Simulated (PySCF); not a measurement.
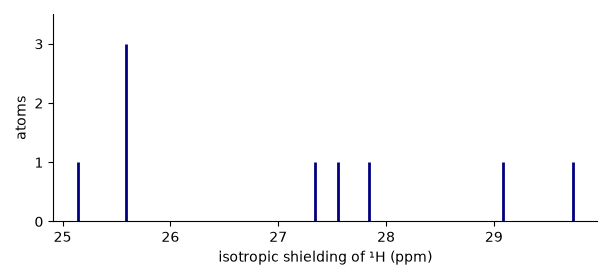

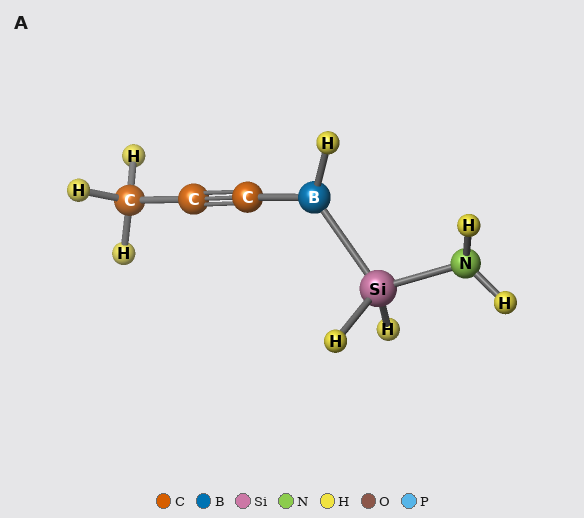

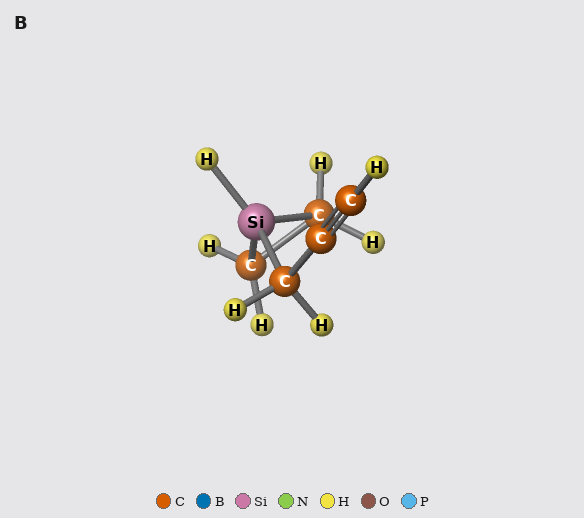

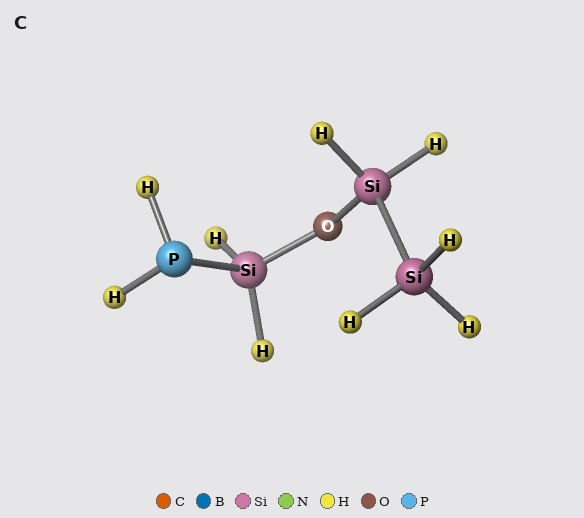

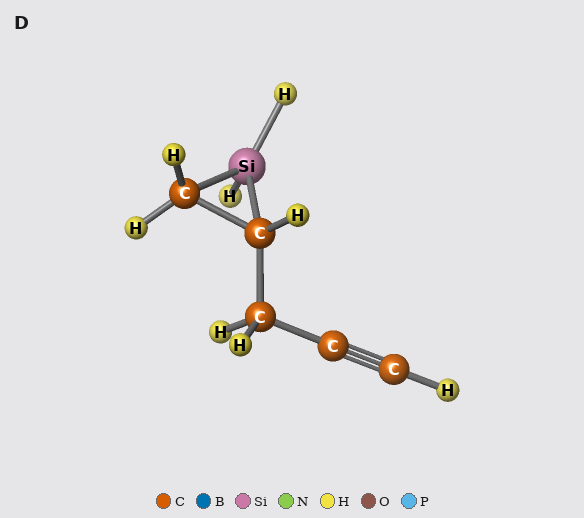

The sticks are computed shieldings of one of the molecules, for one fixed geometry (PBE0-D3(BJ)/def2-SVP) without averaging over rotations. Low shielding means a high chemical shift. Method: GIAO KT2/pcSseg-1 NMR shielding, non-relativistic, gas phase (PySCF 2.14.0).

Match the spectrum to a structure.

Answer. C, `[SiH3][SiH2]O[SiH2]P`. Its 9 H atoms give lines at 25.14, 25.59 (3 atoms), 27.34, 27.56, 27.84, 29.08, 29.73 ppm.
